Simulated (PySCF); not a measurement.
# Run report: C$_{8}$H$_{24}$N$_{4}$Si, NMR shielding calculation

C$_{8}$H$_{24}$N$_{4}$Si (Si(NMe2)4), SMILES CN(C)[Si](N(C)C)(N(C)C)N(C)C, computed with GIAO PBE0/pcSseg-1 NMR shielding, non-relativistic, gas phase (PySCF 2.14.0).

The geometry comes from this level: PBE0-D3(BJ)/def2-SVP. It belongs to a series of runs on one base structure; here: ligand (all four): Me to NMe2. Figures and captions count atoms from 1; the log counts them from 0 in places.

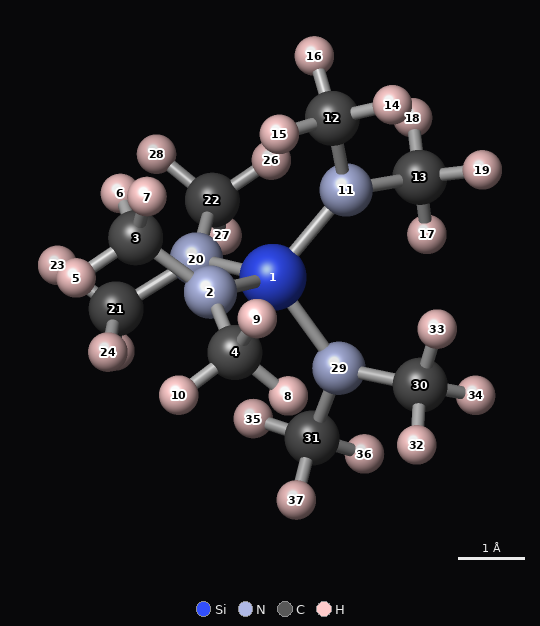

*The structure (ball-and-stick view, seen at a tilt; atoms are numbered from 1 in the order of the input).*

### The input
```
{"job": {"kind": "nmr", "xc": "PBE0", "basis": "pcSseg-1"}, "charge": 0, "multiplicity": 1}
Si    -0.002963     0.000299     0.001427
N     -0.065038     0.022165     1.737540
C      0.195114     1.206851     2.510625
C     -0.223494    -1.168725     2.526802
H     -0.630181     1.422540     3.218512
H      0.302310     2.078930     1.849035
H      1.122012     1.124500     3.115178
H     -0.505831    -2.018315     1.890159
H      0.700745    -1.446619     3.074004
H     -1.021637    -1.045232     3.285247
N      1.629653    -0.071758    -0.587258
C      2.755361     0.385654     0.181081
C      1.954618    -0.436044    -1.940432
H      3.569479    -0.365681     0.186116
H      2.464272     0.559510     1.226018
H      3.188759     1.328149    -0.212464
H      1.054298    -0.780175    -2.470022
H      2.384150     0.409400    -2.516749
H      2.698924    -1.256740    -1.974540
N     -0.803051     1.462100    -0.489520
C     -2.013723     1.931997     0.129091
C     -0.402453     2.218902    -1.644190
H     -1.916221     2.981291     0.472685
H     -2.257970     1.314283     1.005631
H     -2.882832     1.900426    -0.560117
H      0.568231     1.865701    -2.018131
H     -1.132309     2.149437    -2.476834
H     -0.291351     3.294191    -1.401689
N     -0.775421    -1.409679    -0.656731
C     -0.144656    -2.702549    -0.684348
C     -2.150422    -1.419588    -1.075719
H     -0.646654    -3.434976    -0.018790
H      0.904507    -2.622076    -0.364254
H     -0.152760    -3.138865    -1.703189
H     -2.544865    -0.395428    -1.125903
H     -2.259460    -1.865314    -2.084137
H     -2.803507    -2.002132    -0.393633
```

The first line tells a small driver script what to run in PySCF; the rest is the geometry in Å.

Launch command:
```bash
OMP_NUM_THREADS=2 python <driver script> task.json out
```

### Output
```
coarse grid: 29440 points
cycle   1  E = -826.8652462752  dE =  1.256e+00  |g| = 5.885e-01  |ddm| = 5.243e+00
cycle   2  E = -826.8256268450  dE =  3.962e-02  |g| = 7.337e-01  |ddm| = 1.401e+00
cycle   3  E = -826.9514813483  dE = -1.259e-01  |g| = 7.971e-02  |ddm| = 8.504e-01
cycle   4  E = -826.9524975532  dE = -1.016e-03  |g| = 3.486e-02  |ddm| = 7.927e-02
cycle   5  E = -826.9527549456  dE = -2.574e-04  |g| = 5.761e-03  |ddm| = 2.665e-02
cycle   6  E = -826.9527614069  dE = -6.461e-06  |g| = 7.233e-04  |ddm| = 4.574e-03
final grid: 274488 points
cycle   7  E = -827.0229180385  dE = -8.394e-05  |g| = 1.362e-02  |ddm| = 4.677e-02
cycle   8  E = -827.0228974640  dE =  2.057e-05  |g| = 1.663e-02  |ddm| = 2.787e-02
cycle   9  E = -827.0229640603  dE = -6.660e-05  |g| = 1.486e-03  |ddm| = 1.598e-02
cycle  10  E = -827.0229644876  dE = -4.273e-07  |g| = 3.161e-04  |ddm| = 1.270e-03
cycle  11  E = -827.0229645073  dE = -1.974e-08  |g| = 5.284e-05  |ddm| = 2.932e-04
cycle  12  E = -827.0229645077  dE = -4.241e-10  |g| = 2.407e-05  |ddm| = 8.415e-05
```

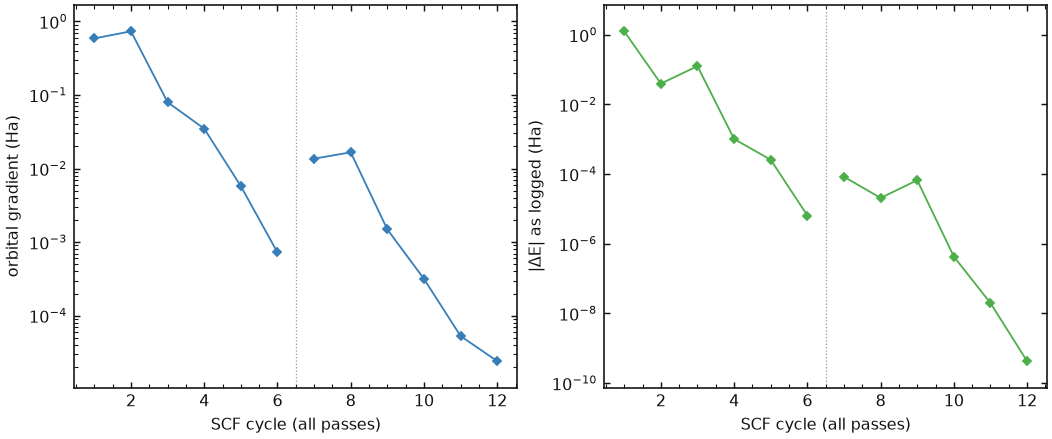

*Convergence of the self-consistent field: orbital gradient and size of the energy change against the SCF cycle. The dotted line marks the change from a coarse to the final integration grid.*

The first 6 cycles use a coarse grid, the final grid takes over at cycle 7, and the field converges after 12 cycles in all.

```
converged SCF energy = -827.0229645077

GIAO shielding tensors (ppm)
atom      isotropic    diamagn.    paramagn.     s11        s22        s33       span
  0 Si     381.686     890.566    -508.880    364.038    390.364    390.656     26.618
  1 N      237.076     335.740     -98.664    207.912    232.503    270.812     62.899
  2 C      145.045     246.290    -101.245    120.239    133.197    181.698     61.459
  3 C      146.967     245.964     -98.997    122.500    134.100    184.300     61.800
  4 H       28.978      30.469      -1.491     24.237     26.432     36.264     12.028
  5 H       28.430      33.803      -5.373     24.099     28.468     32.723      8.624
  6 H       28.958      30.445      -1.487     23.856     26.854     36.162     12.306
  7 H       28.615      33.834      -5.218     22.867     30.136     32.843      9.976
  8 H       29.030      30.676      -1.646     24.034     26.623     36.432     12.397
  9 H       29.155      30.409      -1.254     24.501     26.290     36.675     12.174
 10 N      236.957     335.714     -98.758    207.797    232.502    270.572     62.776
 11 C      146.974     245.989     -99.015    122.542    134.098    184.280     61.738
 12 C      145.021     246.292    -101.271    120.204    133.044    181.814     61.609
 13 H       29.159      30.417      -1.258     24.518     26.278     36.681     12.163
 14 H       28.619      33.838      -5.219     22.875     30.128     32.855      9.980
 15 H       29.029      30.696      -1.667     24.029     26.647     36.412     12.382
 16 H       28.429      33.810      -5.381     24.054     28.529     32.702      8.648
 17 H       28.963      30.463      -1.500     23.860     26.875     36.153     12.292
 18 H       28.980      30.474      -1.494     24.251     26.407     36.281     12.030
 19 N      236.937     335.766     -98.828    207.651    232.562    270.599     62.948
 20 C      145.091     246.273    -101.183    120.300    133.135    181.836     61.536
 21 C      147.032     246.001     -98.970    122.539    134.235    184.321     61.782
 22 H       28.983      30.476      -1.493     24.251     26.421     36.277     12.026
 23 H       28.430      33.805      -5.376     24.047     28.536     32.707      8.660
 24 H       28.966      30.456      -1.489     23.858     26.877     36.163     12.305
 25 H       28.627      33.863      -5.236     22.889     30.147     32.845      9.956
 26 H       29.038      30.685      -1.647     24.041     26.643     36.429     12.388
 27 H       29.153      30.432      -1.279     24.497     26.285     36.678     12.182
 28 N      237.043     335.727     -98.683    207.877    232.579    270.675     62.798
 29 C      145.054     246.278    -101.224    120.214    133.189    181.758     61.544
 30 C      146.953     245.973     -99.020    122.494    134.026    184.339     61.845
 31 H       28.949      30.440      -1.491     23.837     26.854     36.155     12.318
 32 H       28.429      33.785      -5.356     24.070     28.472     32.744      8.674
 33 H       28.987      30.480      -1.493     24.255     26.433     36.274     12.019
 34 H       28.620      33.844      -5.224     22.901     30.132     32.828      9.927
 35 H       29.164      30.426      -1.261     24.522     26.297     36.673     12.151
 36 H       29.023      30.675      -1.652     24.023     26.620     36.425     12.402
```

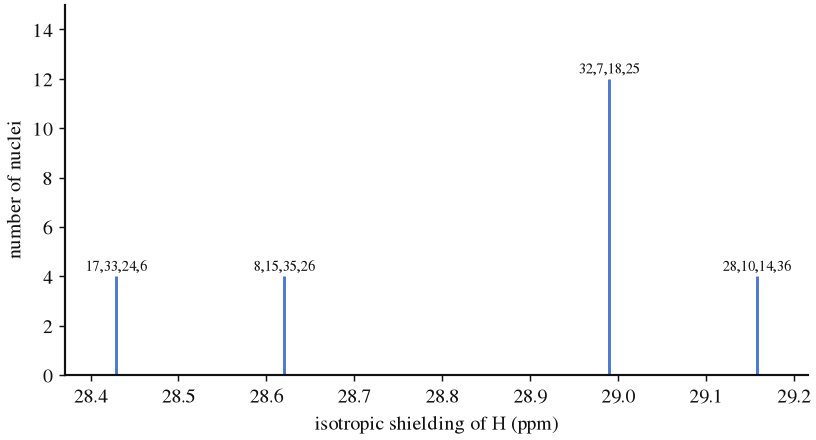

*Isotropic shieldings of the hydrogen nuclei in this fixed geometry, labelled by atom number; shielding grows to the right, so chemical shift grows to the left.*

The least shielded is H17 (28.4 ppm), the most shielded H36 (29.2 ppm).

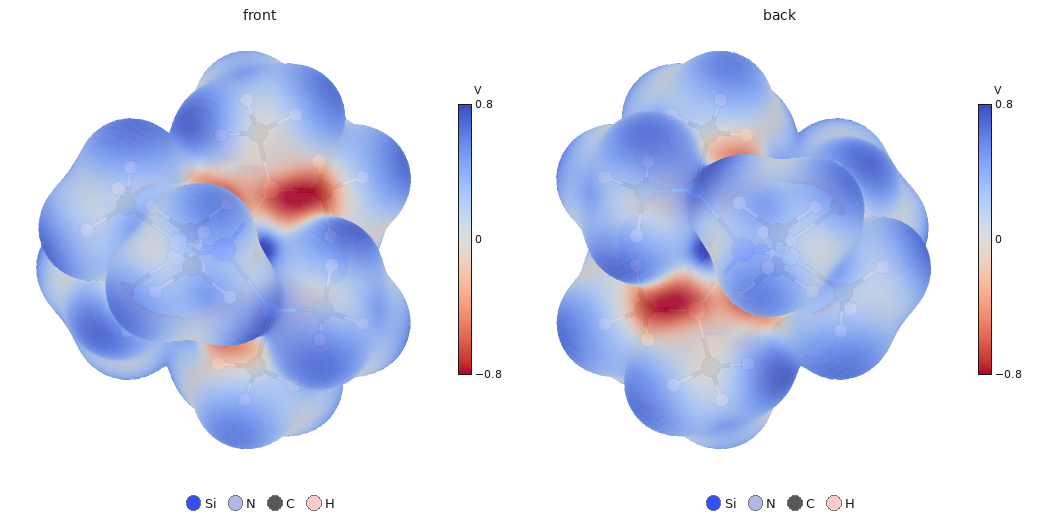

*The electrostatic potential painted on the density surface at 0.004 e/bohr³, seen at a tilt and from behind; the colour scale runs from red (negative) to blue (positive).*

Its dipole moment is zero.

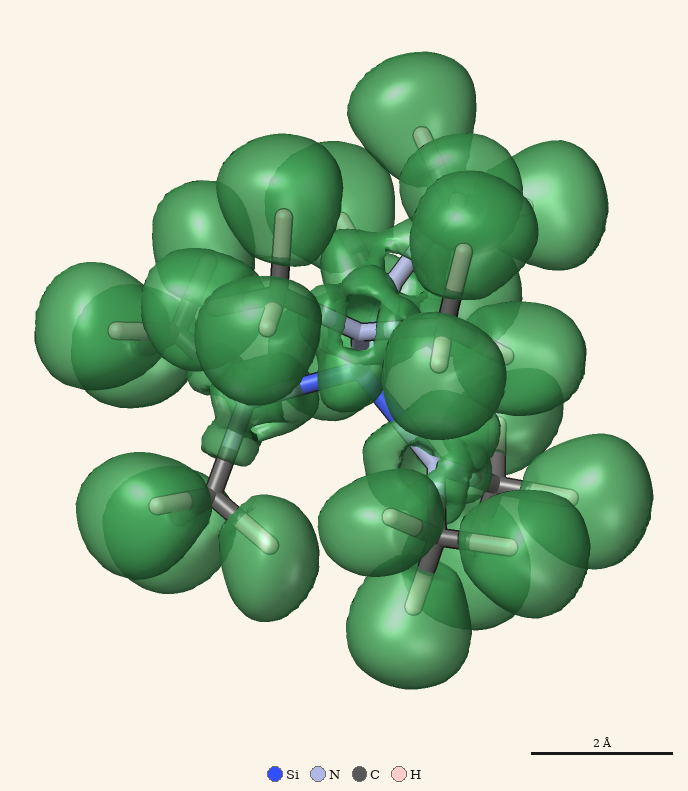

*Isosurface of the ELF at 0.75 (green), seen at an oblique angle. Core shells and regions of very low density are left out.*

Si–N (1.74 Å): the ELF peaks at about 0.90 between the atoms, which marks a polar covalent bond.

### Results in brief

| quantity | value |
| --- | --- |
| outcome | converged |
| total energy | −827.022965 hartree |
| HOMO | −5.81 eV |
| LUMO | 1.06 eV |
| dipole moment | 0.01 D |
| isotropic shielding, Si | 381.7 ppm |
| isotropic shielding, N | 236.9 to 237.1 ppm |
| isotropic shielding, C | 145.0 to 147.0 ppm |
| isotropic shielding, H | 28.4 to 29.2 ppm |
| hardware | 2 CPU threads, shared host |
| wall time | 2.9 min (CPU time 6.9 min) |
| peak memory | 2.8 GiB |
